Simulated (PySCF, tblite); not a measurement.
# C₅H₇NOS: a rotation path, then NMR shifts on frames, part 2 of 2

tblite 0.8.0 and PySCF 2.14.0. Atoms count from 0.

## (5) NMR shieldings: image 4, PBE0/pcSseg-1

What the job is given:

```
{"job": {"kind": "nmr", "xc": "PBE0", "basis": "pcSseg-1", "pop": false}, "charge": 0, "multiplicity": 1}
C     -3.014800     0.416100    -0.687100
S     -2.260300    -1.016300     0.146400
C     -0.590200    -0.461200     0.131200
C      0.430100    -1.306100     0.040400
O      1.763100    -1.055800     0.085500
C      2.225500     0.275000     0.228300
C      3.158500     0.609200    -0.831700
N      3.879000     0.889100    -1.671900
H     -4.083800     0.237200    -0.717200
H     -2.617000     0.486600    -1.695200
H     -2.808900     1.324200    -0.126300
H     -0.502900     0.607600     0.244800
H      0.269000    -2.369900    -0.061900
H      1.410800     1.005500     0.189900
H      2.737200     0.366800     1.197200
```

Method: GIAO PBE0/pcSseg-1 NMR shielding, non-relativistic, gas phase.

What it wrote:

```text
coarse grid: 13544 points
cycle   1  E = -722.1280021854  dE =  1.136e+00  |g| = 6.043e-01  |ddm| = 3.642e+00
cycle   2  E = -721.9587785986  dE =  1.692e-01  |g| = 1.089e+00  |ddm| = 1.244e+00
cycle   3  E = -722.1999985795  dE = -2.412e-01  |g| = 1.914e-01  |ddm| = 8.201e-01
cycle   4  E = -722.2067482495  dE = -6.750e-03  |g| = 7.254e-02  |ddm| = 1.572e-01
cycle   5  E = -722.2076832980  dE = -9.350e-04  |g| = 1.869e-02  |ddm| = 5.845e-02
cycle   6  E = -722.2077467762  dE = -6.348e-05  |g| = 7.182e-03  |ddm| = 2.081e-02
cycle   7  E = -722.2077586228  dE = -1.185e-05  |g| = 2.082e-03  |ddm| = 8.299e-03
cycle   8  E = -722.2077596697  dE = -1.047e-06  |g| = 3.760e-04  |ddm| = 2.151e-03
final grid: 127592 points
cycle   9  E = -722.2680903001  dE = -2.290e-05  |g| = 1.200e-02  |ddm| = 2.866e-02
cycle  10  E = -722.2680601480  dE =  3.015e-05  |g| = 1.749e-02  |ddm| = 1.989e-02
cycle  11  E = -722.2681181518  dE = -5.800e-05  |g| = 2.240e-03  |ddm| = 1.282e-02
cycle  12  E = -722.2681193016  dE = -1.150e-06  |g| = 4.266e-04  |ddm| = 2.216e-03
cycle  13  E = -722.2681193375  dE = -3.591e-08  |g| = 1.936e-04  |ddm| = 4.497e-04
cycle  14  E = -722.2681193437  dE = -6.222e-09  |g| = 8.436e-05  |ddm| = 1.628e-04
cycle  15  E = -722.2681193452  dE = -1.534e-09  |g| = 1.886e-05  |ddm| = 6.502e-05
cycle  16  E = -722.2681193453  dE = -7.935e-11  |g| = 5.100e-06  |ddm| = 2.253e-05
converged SCF energy = -722.2681193453

GIAO shielding tensors (ppm)
atom      isotropic    diamagn.    paramagn.     s11        s22        s33       span
  0 C      163.262     250.640     -87.378    142.838    160.769    186.180     43.342
  1 S      536.921    1055.718    -518.797    376.514    490.902    743.349    366.835
  2 C       80.846     263.360    -182.515      0.711     95.375    146.452    145.741
  3 C       38.394     250.047    -211.653    -60.315     74.559    100.936    161.251
  4 O      229.879     392.991    -163.112    137.095    252.464    300.078    162.982
  5 C      136.335     245.349    -109.013    109.049    124.711    175.245     66.196
  6 C       67.355     260.493    -193.138    -46.818    -45.373    294.256    341.074
  7 N      -43.943     338.405    -382.349   -216.757   -198.596    283.523    500.279
  8 H       29.755      27.864       1.890     24.978     26.479     37.807     12.829
  9 H       29.372      30.210      -0.839     24.311     27.468     36.336     12.025
 10 H       29.583      30.519      -0.936     25.044     27.657     36.047     11.003
 11 H       27.006      35.975      -8.970     22.486     25.621     32.910     10.424
 12 H       25.072      30.408      -5.337     20.657     25.308     29.250      8.593
 13 H       26.922      31.400      -4.478     21.630     28.785     30.351      8.720
 14 H       27.325      25.982       1.343     22.750     26.391     32.835     10.085
```

It took 42 s on 1 thread of Arm Neoverse N1, shared host; peak memory 0.82 GiB.

Key values: δ C3 148.5, C6 119.6, C2 106.1, C5 50.6, H12 6.65, H13 4.79 ppm.

## (6) Shielding tensors: image 6, PBE0/pcSseg-1

What the job is given:

```
{"job": {"kind": "nmr", "xc": "PBE0", "basis": "pcSseg-1", "pop": false}, "charge": 0, "multiplicity": 1}
C     -2.891400     0.457100    -0.827200
S     -2.216500    -0.954300     0.101000
C     -0.531000    -0.454300     0.128900
C      0.456800    -1.341300     0.152400
O      1.790400    -1.126200     0.295500
C      2.268900     0.200500     0.378800
C      2.673900     0.712800    -0.918400
N      3.000900     1.094200    -1.943900
H     -3.959800     0.293000    -0.912900
H     -2.432900     0.482400    -1.811300
H     -2.700900     1.381900    -0.288800
H     -0.402000     0.615300     0.173500
H      0.265100    -2.403000     0.095500
H      1.525300     0.879400     0.816900
H      3.148800     0.170400     1.032500
```

Method: GIAO PBE0/pcSseg-1 NMR shielding, non-relativistic, gas phase.

What it wrote:

```text
coarse grid: 13544 points
cycle   1  E = -722.1315840532  dE =  1.135e+00  |g| = 6.032e-01  |ddm| = 3.644e+00
cycle   2  E = -721.9606566487  dE =  1.709e-01  |g| = 1.093e+00  |ddm| = 1.246e+00
cycle   3  E = -722.2032316795  dE = -2.426e-01  |g| = 1.886e-01  |ddm| = 8.225e-01
cycle   4  E = -722.2097596370  dE = -6.528e-03  |g| = 7.272e-02  |ddm| = 1.556e-01
cycle   5  E = -722.2107057565  dE = -9.461e-04  |g| = 1.835e-02  |ddm| = 5.809e-02
cycle   6  E = -722.2107668339  dE = -6.108e-05  |g| = 7.141e-03  |ddm| = 2.039e-02
cycle   7  E = -722.2107785304  dE = -1.170e-05  |g| = 2.078e-03  |ddm| = 8.179e-03
cycle   8  E = -722.2107795645  dE = -1.034e-06  |g| = 3.773e-04  |ddm| = 2.109e-03
final grid: 127592 points
cycle   9  E = -722.2713945237  dE = -2.524e-05  |g| = 1.223e-02  |ddm| = 2.958e-02
cycle  10  E = -722.2713621651  dE =  3.236e-05  |g| = 1.795e-02  |ddm| = 2.038e-02
cycle  11  E = -722.2714234687  dE = -6.130e-05  |g| = 2.281e-03  |ddm| = 1.326e-02
cycle  12  E = -722.2714246593  dE = -1.191e-06  |g| = 4.266e-04  |ddm| = 2.269e-03
cycle  13  E = -722.2714246947  dE = -3.548e-08  |g| = 2.053e-04  |ddm| = 4.759e-04
cycle  14  E = -722.2714247018  dE = -7.096e-09  |g| = 8.796e-05  |ddm| = 1.693e-04
cycle  15  E = -722.2714247035  dE = -1.648e-09  |g| = 2.047e-05  |ddm| = 6.763e-05
cycle  16  E = -722.2714247036  dE = -9.186e-11  |g| = 5.352e-06  |ddm| = 2.273e-05
converged SCF energy = -722.2714247036

GIAO shielding tensors (ppm)
atom      isotropic    diamagn.    paramagn.     s11        s22        s33       span
  0 C      163.667     251.001     -87.335    143.550    161.316    186.133     42.583
  1 S      532.870    1056.148    -523.278    373.716    483.066    741.829    368.112
  2 C       79.216     263.437    -184.221      0.652     91.116    145.881    145.229
  3 C       37.887     250.757    -212.870    -61.667     77.088     98.241    159.907
  4 O      222.272     393.553    -171.280    128.078    234.915    303.825    175.747
  5 C      135.469     246.670    -111.201    108.863    123.462    174.081     65.218
  6 C       67.099     261.749    -194.650    -47.324    -44.865    293.486    340.809
  7 N      -43.130     339.104    -382.234   -214.698   -199.732    285.041    499.739
  8 H       29.758      28.168       1.590     24.958     26.484     37.830     12.872
  9 H       29.324      30.651      -1.327     24.324     27.454     36.193     11.868
 10 H       29.505      30.839      -1.334     24.920     27.595     36.001     11.081
 11 H       26.954      36.642      -9.689     22.950     25.379     32.532      9.582
 12 H       24.984      30.704      -5.721     20.529     25.249     29.173      8.645
 13 H       27.210      31.078      -3.868     24.333     27.679     29.617      5.284
 14 H       27.088      25.024       2.064     22.258     26.288     32.717     10.459
```

Wall time 41 s (1 thread of Arm Neoverse N1, shared host); peak memory 0.82 GiB.

In short: δ C3 149.0, C6 119.8, C2 107.7, C5 51.5, H12 6.73, H11 4.76 ppm.

## (7) Nuclear shieldings: image 8, PBE0/pcSseg-1

What the job is given:

```
{"job": {"kind": "nmr", "xc": "PBE0", "basis": "pcSseg-1", "pop": false}, "charge": 0, "multiplicity": 1}
C     -2.730500     0.498000    -0.980300
S     -2.162400    -0.864300     0.083000
C     -0.451800    -0.457000     0.139200
C      0.479700    -1.388500     0.301100
O      1.825300    -1.211000     0.418700
C      2.314600     0.111600     0.427300
C      2.109900     0.814000    -0.827800
N      1.936600     1.360300    -1.816000
H     -3.799400     0.368900    -1.111200
H     -2.225200     0.439500    -1.939500
H     -2.527700     1.448300    -0.494600
H     -0.248700     0.597600     0.046200
H      0.233700    -2.436700     0.377400
H      1.850400     0.699400     1.236100
H      3.391100     0.028000     0.612800
```

Method: GIAO PBE0/pcSseg-1 NMR shielding, non-relativistic, gas phase.

What it wrote:

```text
coarse grid: 13544 points
cycle   1  E = -722.1343822460  dE =  1.134e+00  |g| = 6.011e-01  |ddm| = 3.639e+00
cycle   2  E = -721.9624748863  dE =  1.719e-01  |g| = 1.095e+00  |ddm| = 1.258e+00
cycle   3  E = -722.2050736015  dE = -2.426e-01  |g| = 1.864e-01  |ddm| = 8.307e-01
cycle   4  E = -722.2114270595  dE = -6.353e-03  |g| = 7.298e-02  |ddm| = 1.564e-01
cycle   5  E = -722.2123874245  dE = -9.604e-04  |g| = 1.778e-02  |ddm| = 5.858e-02
cycle   6  E = -722.2124443679  dE = -5.694e-05  |g| = 7.137e-03  |ddm| = 2.021e-02
cycle   7  E = -722.2124560633  dE = -1.170e-05  |g| = 2.046e-03  |ddm| = 8.133e-03
cycle   8  E = -722.2124570509  dE = -9.876e-07  |g| = 3.818e-04  |ddm| = 2.067e-03
final grid: 127592 points
cycle   9  E = -722.2735179567  dE = -3.717e-05  |g| = 1.206e-02  |ddm| = 3.513e-02
cycle  10  E = -722.2734877029  dE =  3.025e-05  |g| = 1.750e-02  |ddm| = 2.037e-02
cycle  11  E = -722.2735465869  dE = -5.888e-05  |g| = 2.230e-03  |ddm| = 1.302e-02
cycle  12  E = -722.2735477042  dE = -1.117e-06  |g| = 4.372e-04  |ddm| = 2.263e-03
cycle  13  E = -722.2735477412  dE = -3.697e-08  |g| = 2.196e-04  |ddm| = 5.117e-04
cycle  14  E = -722.2735477492  dE = -8.068e-09  |g| = 9.653e-05  |ddm| = 1.819e-04
cycle  15  E = -722.2735477512  dE = -1.976e-09  |g| = 2.290e-05  |ddm| = 7.548e-05
cycle  16  E = -722.2735477513  dE = -1.137e-10  |g| = 5.858e-06  |ddm| = 2.463e-05
converged SCF energy = -722.2735477513

GIAO shielding tensors (ppm)
atom      isotropic    diamagn.    paramagn.     s11        s22        s33       span
  0 C      164.247     251.347     -87.099    144.203    162.340    186.200     41.997
  1 S      530.545    1056.606    -526.061    367.147    476.433    748.055    380.908
  2 C       75.236     264.664    -189.428     -1.066     83.868    142.906    143.973
  3 C       38.976     251.497    -212.520    -59.216     76.817     99.328    158.544
  4 O      221.517     394.211    -172.694    126.395    239.825    298.331    171.936
  5 C      133.501     247.362    -113.861    108.774    119.029    172.701     63.927
  6 C       67.848     264.314    -196.466    -45.430    -44.620    293.595    339.025
  7 N      -49.846     339.848    -389.694   -222.612   -197.306    270.381    492.993
  8 H       29.791      28.488       1.303     24.985     26.513     37.875     12.890
  9 H       29.251      31.088      -1.837     24.354     27.406     35.993     11.639
 10 H       29.372      31.313      -1.940     24.783     27.453     35.881     11.098
 11 H       26.633      38.169     -11.536     22.694     25.131     32.075      9.382
 12 H       25.045      31.007      -5.962     20.682     25.389     29.065      8.383
 13 H       27.392      30.084      -2.693     24.422     26.202     31.551      7.129
 14 H       26.882      24.837       2.045     22.034     26.178     32.435     10.401
```

Wall time 42 s (1 thread of Arm Neoverse N1, shared host); peak memory 0.83 GiB.

In short: δ C3 147.9, C6 119.1, C2 111.7, C5 53.4, H12 6.67, H11 5.08 ppm.

## (8) Comparing the runs: NMR shifts

Shifts (ppm) of some atoms, chosen among heavy atoms and hydrogens apart, with basis size and wall time:

| frame | C2 | C5 | H11 | H14 | S1 | O4 | N7 | functions | time |
| --- | --- | --- | --- | --- | --- | --- | --- | --- | --- |
| image 0 | 107.3 | 53.9 | 4.46 | 4.29 | -26 | 120.0 | 313.6 | 178 | 41 s |
| image 2 | 106.8 | 52.6 | 4.56 | 4.28 | -29 | 115.0 | 313.4 | 178 | 40 s |
| image 4 | 106.1 | 50.6 | 4.71 | 4.39 | -33 | 106.2 | 311.7 | 178 | 42 s |
| image 6 | 107.7 | 51.5 | 4.76 | 4.63 | -29 | 113.8 | 310.9 | 178 | 41 s |
| image 8 | 111.7 | 53.4 | 5.08 | 4.83 | -27 | 114.6 | 317.6 | 178 | 42 s |

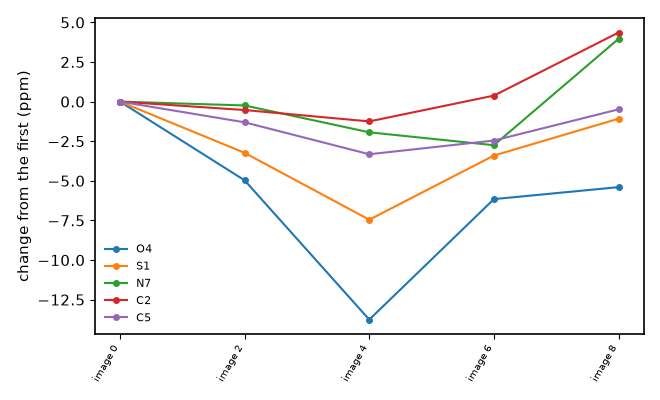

How five of the tabulated atoms move from run to run.

## (9) Summary of results

What follows sums up all 2 parts.

| quantity | value |
| --- | --- |
| lowest and highest image | -0.094 and 0.076 eV |
| 13C shifts against TMS (PBE0/pcSseg-1, image 0) | 150.5, 119.0, 107.3, 53.9, 23.0 ppm |
| 1H shifts against TMS (PBE0/pcSseg-1, image 0) | 6.83, 4.46, 4.29, 4.25, 2.29, 2.20, 1.95 ppm |
| 33S shifts against CS2 (PBE0/pcSseg-1, image 0) | -26 ppm |
| 17O shifts against H2O (PBE0/pcSseg-1, image 0) | 120.0 ppm |
| 15N shifts against NH3 (PBE0/pcSseg-1, image 0) | 313.6 ppm |
| range of the shift of O4 | 106.2 to 120.0 ppm |

**Reading.** The band dips 2.2 kcal/mol below its start, so the start is not the lowest point of the turn; from the lowest image the climb to the highest is 3.9 kcal/mol (GFN2-xTB, rough). Shifts at one fixed geometry are not the observed spectrum, which averages over the motion. In the first frame run (image 0): Shielding is most anisotropic at N7 (span 509 ppm, paramagnetic term -384 ppm). In ppm, O4 moves most: its shift spreads over 13.8 ppm, from 106.2 (image 4) to 120.0 (image 0).
